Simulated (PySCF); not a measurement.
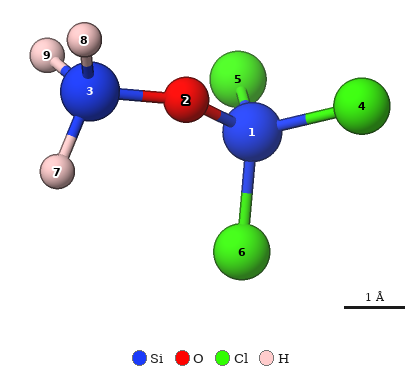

The structure (ball-and-stick view, seen at a tilt; atoms are numbered from 1 in the order of the input). Bond lengths as drawn: Cl–Si 2.03 to 2.04 Å, H–Si 1.49 Å and O–Si 1.62 to 1.67 Å.

**Excited-state calculation, with input and output: Si2H3Cl3O**

The run: excited-state calculation of Si2H3Cl3O. Method and program: TDDFT CAM-B3LYP/def2-SVPD, vertical, gas phase, core orbitals frozen in the response (PySCF 2.14.0).

The geometry comes from this level: PBE0-D3(BJ)/def2-SVP.

## Input file
```
{"job": {"kind": "uv", "xc": "CAM-B3LYP", "basis": "def2-SVPD", "nstates": 6, "ntriplets": 2, "ip": true}, "charge": 0, "multiplicity": 1}
Si     1.406386     0.360913     0.152033
O     -0.104755    -0.029274     0.582231
Si    -1.632382    -0.513248     0.098138
Cl     2.490243     0.762942     1.825991
Cl     1.388214     2.007053    -1.054032
Cl     2.271428    -1.186122    -0.861062
H     -1.555231    -1.893371    -0.457732
H     -2.507067    -0.483148     1.299624
H     -2.137126     0.428198    -0.941176
```

The first line tells a small driver script what to run in PySCF; the rest is the geometry in Å.

Run as:
```bash
OMP_NUM_THREADS=1 python <driver script> task.json out
```

## The program's output
```
coarse grid: 11072 points
cycle   1  E = -2035.8701115890  dE =  6.200e-01  |g| = 7.769e-01  |ddm| = 3.960e+00
cycle   2  E = -2035.8002801397  dE =  6.983e-02  |g| = 1.017e+00  |ddm| = 2.503e+00
cycle   3  E = -2035.9985039998  dE = -1.982e-01  |g| = 9.385e-02  |ddm| = 1.201e+00
cycle   4  E = -2036.0003170767  dE = -1.813e-03  |g| = 3.651e-02  |ddm| = 2.007e-01
cycle   5  E = -2036.0006593888  dE = -3.423e-04  |g| = 6.202e-03  |ddm| = 6.680e-02
cycle   6  E = -2036.0006703320  dE = -1.094e-05  |g| = 1.054e-03  |ddm| = 1.334e-02
cycle   7  E = -2036.0006707113  dE = -3.793e-07  |g| = 1.951e-04  |ddm| = 3.212e-03
final grid: 86416 points
cycle   8  E = -2036.2296013812  dE = -7.759e-06  |g| = 2.213e-03  |ddm| = 3.052e-02
cycle   9  E = -2036.2296018755  dE = -4.943e-07  |g| = 1.685e-03  |ddm| = 5.733e-03
cycle  10  E = -2036.2296025215  dE = -6.460e-07  |g| = 2.272e-04  |ddm| = 2.722e-03
cycle  11  E = -2036.2296025351  dE = -1.363e-08  |g| = 5.443e-05  |ddm| = 4.721e-04
cycle  12  E = -2036.2296025358  dE = -6.635e-10  |g| = 2.389e-05  |ddm| = 1.143e-04
```

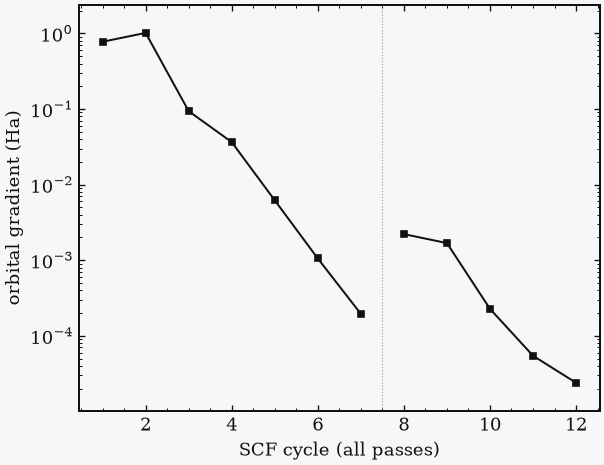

Convergence of the self-consistent field: orbital gradient against the SCF cycle. The dotted line marks the change from a coarse to the final integration grid. The first 7 cycles use a coarse grid, the final grid takes over at cycle 8, and the field converges after 12 cycles in all.

```
converged SCF energy = -2036.2296025358

Static polarisability (au): isotropic 91.107, principal 88.420 90.272 94.630

Singlet excitations
state   eV       nm        f      main configurations
  1   7.6945    161.1   0.00006   H->L 0.68, H->L+1 0.15
  2   7.7568    159.8   0.00261   H-1->L 0.74, H-3->L+1 0.12
  3   7.8259    158.4   0.00553   H-2->L 0.76, H-4->L+1 0.12
  4   8.0199    154.6   0.01875   H-3->L 0.46, H-1->L+1 0.32
  5   8.0801    153.4   0.01988   H-4->L 0.46, H-2->L+1 0.33
  6   8.6046    144.1   0.06447   H-5->L 0.51, H-5->L+1 0.14

Triplet excitations (Tamm-Dancoff, eV): 7.2483 7.3331
Vertical ionisation energy (delta-SCF) = 11.5809 eV
```

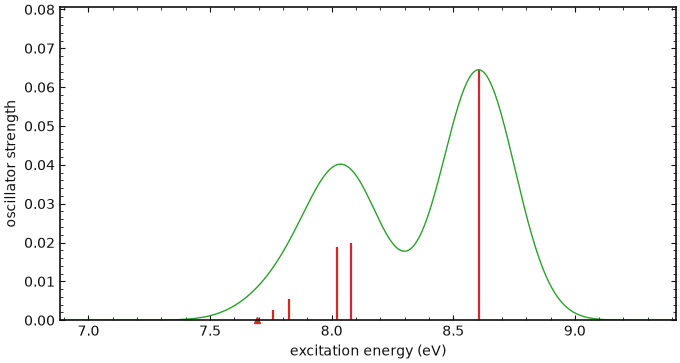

Computed excitations as sticks (degenerate states added up, dark ones marked on the axis), with a Gaussian envelope of 0.35 eV full width at half maximum, scaled to the tallest. Of the 6 states the lowest lies at 7.69 eV (f = 0.000); the strongest line is at 8.60 eV, or 144 nm (f = 0.064).

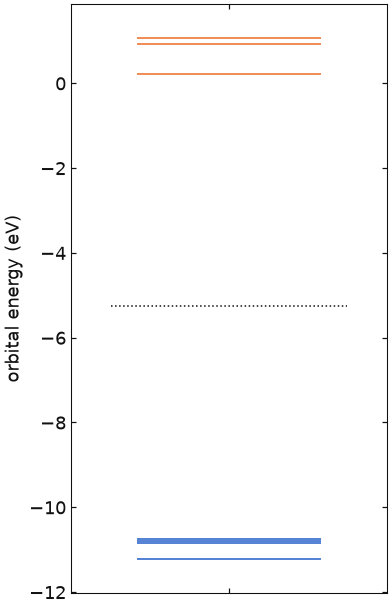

Orbital energies near the frontier; the dotted line parts filled from empty levels, and levels within 0.02 eV of each other stand side by side. Highest filled −10.74 eV, lowest empty 0.23 eV, 10.97 eV apart.

## Key numbers

```tsv
quantity	value
outcome	converged
total energy	−2036.229603 hartree
HOMO	−10.74 eV
LUMO	0.23 eV
dipole moment	1.72 D
mean polarisability	91.11 a.u.
vertical ionisation energy	11.58 eV
lowest singlet excitation	7.69 eV
hardware	1 CPU thread, shared host
wall time	3.3 min
peak memory	0.95 GiB
```
